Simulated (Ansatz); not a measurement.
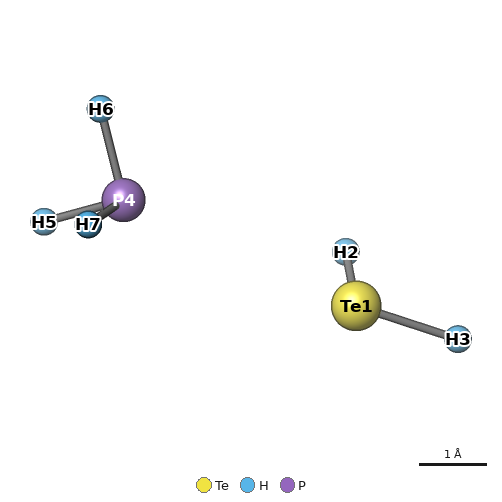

Simulated data, not a measurement (program: Ansatz).

Orthographic view. Distant atoms are faded towards the background colour. Geometry: a pair of rigid molecules at a changed separation.

Give the distance matrix in Å.

```
atom   Te1    H2    H3    P4    H5    H6    H7
 Te1  0.00                                    
  H2  1.65  0.00                              
  H3  1.66  2.35  0.00                        
  P4  3.84  3.79  5.47  0.00                  
  H5  4.87  4.64  6.45  1.42  0.00            
  H6  4.85  4.61  6.42  1.42  2.07  0.00      
  H7  4.45  4.84  6.11  1.42  2.07  2.07  0.00
```
